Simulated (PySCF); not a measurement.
C₄H₁₀ClPSi₂

Input file:

```
{"job": {"kind": "nmr", "xc": "PBE0", "basis": "pcSseg-1"}, "charge": 0, "multiplicity": 1}
C     -2.418685     2.021582     0.058537
C     -1.983814     0.965875     0.418506
C     -1.459314    -0.318037     0.824053
C     -1.763577    -1.374169    -0.242716
Si     0.428634    -0.161469     1.184604
Cl     1.032823    -1.966077     1.917390
Si     1.621234     0.414931    -0.737211
P      3.850090     0.481176    -0.504908
H     -2.813148     2.944334    -0.245826
H     -1.969722    -0.605496     1.751216
H     -2.838597    -1.467856    -0.388862
H     -1.315019    -1.096100    -1.194473
H     -1.372018    -2.343079     0.060298
H      0.566567     0.774804     2.311179
H      1.406857    -0.506038    -1.864210
H      1.230852     1.754322    -1.192532
H      3.949828    -0.720603     0.173715
H      3.838251     1.208219     0.672969
```

Launched as:

```sh
OMP_NUM_THREADS=1 python probes_run.py task.json out
```

Geometry: GFN2-xTB.

Computed with PBE0/pcSseg-1, SCF density, gas phase, non-relativistic in PySCF 2.14.0.

Q: What will maps of the electron density and electron localisation function show?

A: C–C (1.20 Å): ρ at the midpoint is about 2.7 e/Å³; the ELF peaks at about 0.85 between the atoms (a short, multiple covalent bond).
C–Si (1.93 Å): the density is about 0.89 e/Å³ at the midpoint; the ELF peaks at about 0.95 between the atoms: a shared electron pair.
Si–Cl (2.04 Å): ρ at the midpoint is about 0.92 e/Å³; the ELF peaks at about 0.90 between the atoms, as expected for a polar covalent bond.
C–H (1.05 Å): ρ at the midpoint is about 2.1 e/Å³; the ELF climbs to about 1 towards the hydrogen, as it does in any bond to H: an ordinary covalent bond to hydrogen.

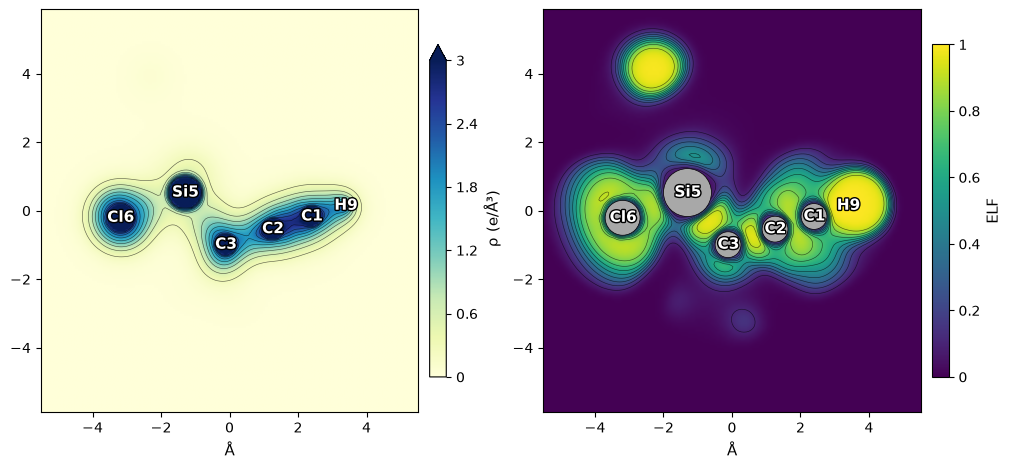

Computed electron density and electron localisation function on the plane of atoms C2, C3 and Si5, in this order. Grey discs cover the atomic cores in the ELF map. 
